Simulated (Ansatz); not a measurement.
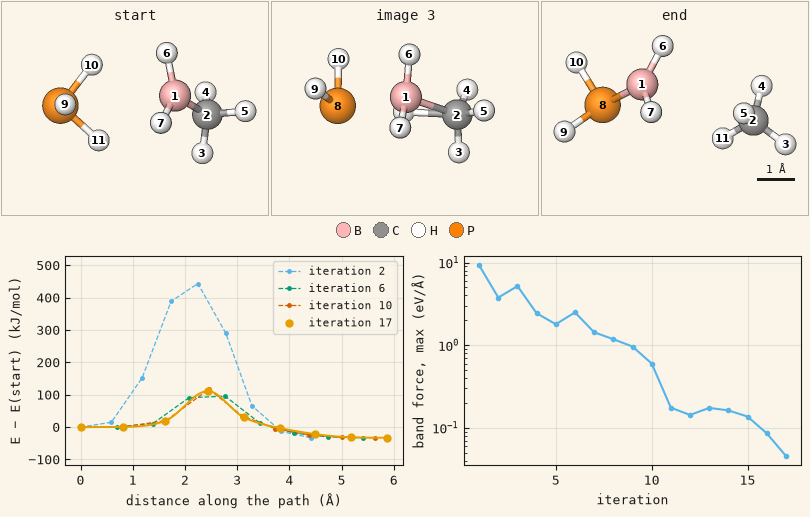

NEB run on CH$_{8}$BP, made up at the start of CH5B and PH₃. Images are numbered from 0 (start) to 8 (end). The plot follows the band through its iterations. Style: ball-and-stick. Shown from a free direction.

Theory: Ansatz, RKS B3LYP-D4/6-31G*.

Input file:
```yaml
crystal:
  periodic: [false, false, false]
  atoms:
    - { symbol: B, position_ang: [0.025629, 0.10996, 0.386911] }
    - { symbol: C, position_ang: [0.086434, 0.451934, 1.90992] }
    - { symbol: H, position_ang: [-0.830611, 0.239212, 2.469823] }
    - { symbol: H, position_ang: [0.948552, 0.031457, 2.439208] }
    - { symbol: H, position_ang: [0.218202, 1.550306, 1.945847] }
    - { symbol: H, position_ang: [1.02979, -0.062357, -0.243783] }
    - { symbol: H, position_ang: [-1.015277, 0.110132, -0.206415] }
    - { symbol: P, position_ang: [-0.236945, -3.359683, 0.608766] }
    - { symbol: H, position_ang: [-0.660614, -2.667885, -0.560774] }
    - { symbol: H, position_ang: [1.007274, -2.669446, 0.674235] }
    - { symbol: H, position_ang: [-0.890933, -2.452329, 1.490963] }
basis:
  gaussian: { orbitals: "6-31G*" }
hamiltonian:
  xc: b3lyp
  dispersion: d4
neb:
  order_check: false
  images: 7
  f_tol: 0.05
  max_iterations: 60
  initial_path: linear
  final_atoms:
    - { symbol: B, position_ang: [0.20433237, -0.86442385, -0.45759352] }
    - { symbol: C, position_ang: [-0.2672112, 0.36666019, 2.78062567] }
    - { symbol: H, position_ang: [-0.85556678, 0.90484582, 3.52886339] }
    - { symbol: H, position_ang: [0.7848458, 0.35816937, 3.07964207] }
    - { symbol: H, position_ang: [-0.3657375, 0.86905572, 1.81341287] }
    - { symbol: H, position_ang: [1.2522323, -0.32524554, -0.27775635] }
    - { symbol: H, position_ang: [-0.75385781, -0.22627933, -0.76830359] }
    - { symbol: P, position_ang: [0.00679673, -2.67853338, -0.01995696] }
    - { symbol: H, position_ang: [-0.89476101, -3.17863225, -0.98855913] }
    - { symbol: H, position_ang: [1.20193258, -3.28346952, -0.47468647] }
    - { symbol: H, position_ang: [-0.6315045, -0.66084622, 2.69901302] }
```

Launched with:
```bash
ansatz run input.yaml --threads 1 --pin off --max-ram 2048MiB --backend cpu --events-out ev --progress --plain --runs-dir out
```

Q: Judge this run.

A: The run is converged, with reservations. The band converged in 17 iterations. The largest component of the band force went from 9.3 to 0.046 eV/Å. The climbing image converged on the top of the path. Its curvatures weren't checked. The straight starting path can push atoms close together and costs iterations. The first iteration put the highest image at 743.9 kJ/mol. Forward barrier 111.5 kJ/mol, backward barrier 144.2 kJ/mol, with image 3 at the top; the reaction energy is −32.7 kJ/mol.

Limits of the set-up: the start holds two separate molecules, 2.8 Å apart at their closest, whose relative position is a soft coordinate.
